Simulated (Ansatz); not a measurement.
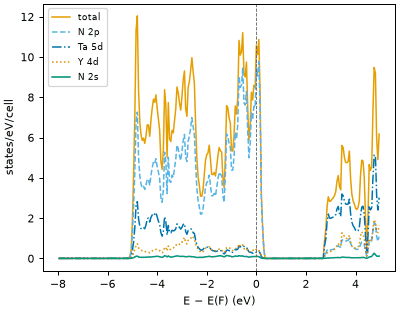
*Total and projected density of states of YTaN$_{3}$ in space group R3c (No. 161; Y on 6a, Ta on 6a, N on 18b), DFT-r²SCAN in the program Ansatz with PAW potentials*

Task: Which orbitals carry the states next to the Fermi level?

Result: Within 0.5 eV of the Fermi level: N 2p 87 %. Projections are on Löwdin-orthogonalised atomic valence shells; empty p or d shells of many metals are not among them.

Task: Where is the tallest occupied peak in this window, and what makes it?

Result: Near -4.8 eV, about 12 states/eV per cell; the largest projected share is N 2p.

The start of the workflow was typed in or built on a structure type; neither database checked (COD, Materials Project) lists it. Whether it is the stable phase at ambient conditions was not checked. Symmetry was held in the r²SCAN relaxation; its stability against distortions is not shown here. No spin polarisation was allowed. Scalar-relativistic: spin–orbit coupling is off unless named, which matters more the heavier the elements.

Potentials: the earlier of the program's two PAW sets.
